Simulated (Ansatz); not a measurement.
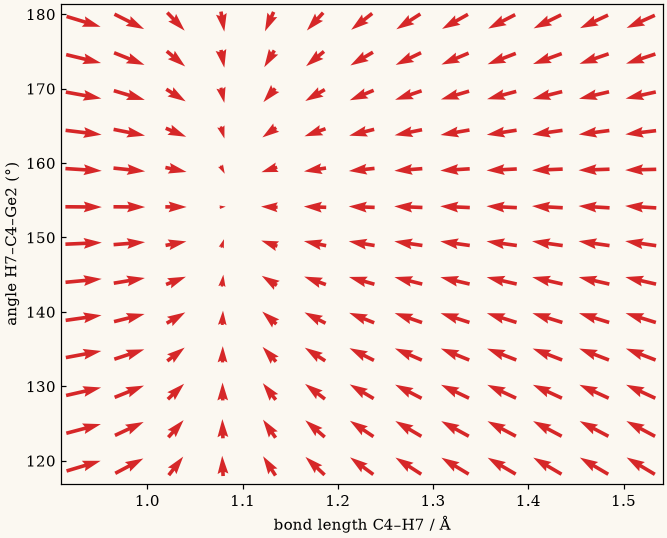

C2H3ClGe, SMILES [Cl][GeH]1[CH]=[CH]1. First axis: bond length C4–H7. Second axis: angle H7–C4–Ge2. Nothing is relaxed (all other coordinates rigid). The scan uses a 13 × 13 grid. Theory: RKS PBE0-D4/def2-TZVP in Ansatz 0.2.0.

In the figure: arrows along the force (downhill), their lengths compressed.

The arrows alone are given. Where is the energy lowest?

Answer. The arrows converge at about bond length C4–H7 = 1.084 Å, angle H7–C4–Ge2 = 154° (read from the interpolated surface).

The energy map of the same scan:

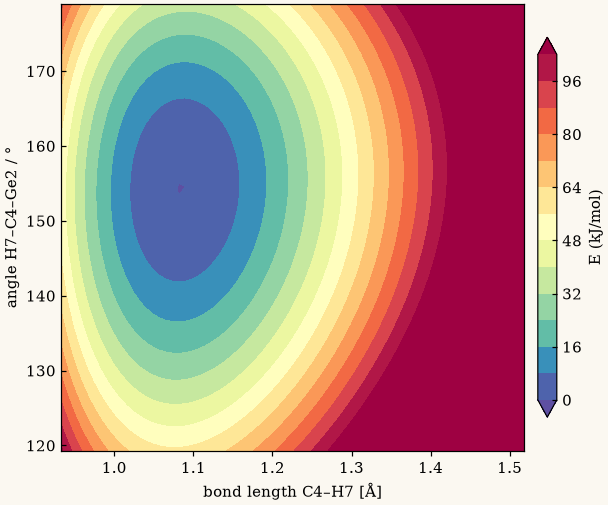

Energies are in kJ/mol, from the lowest grid point; between grid points the surface is interpolated.
